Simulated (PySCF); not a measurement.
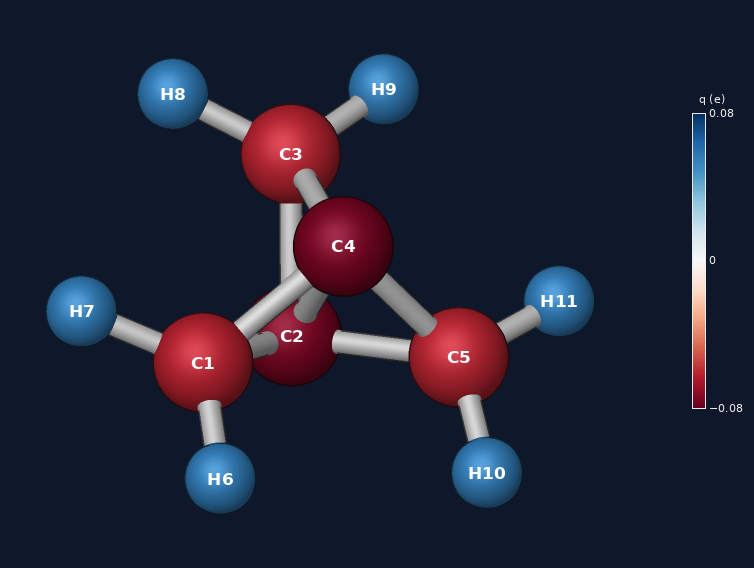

Atoms are coloured by their Hirshfeld charges. The computed structure is the end point of a PBE0-D3(BJ)/def2-SVP optimisation. No frequency run is at hand to confirm it as a minimum. Method: PBE0/pcSseg-1, gas phase (PySCF 2.14.0).

List the Hirshfeld charges.

| atom | value (e) |
| --- | --- |
| C1 | −0.06 |
| C2 | −0.08 |
| C3 | −0.06 |
| C4 | −0.08 |
| C5 | −0.06 |
| H6 | 0.06 |
| H7 | 0.06 |
| H8 | 0.06 |
| H9 | 0.06 |
| H10 | 0.06 |
| H11 | 0.06 |
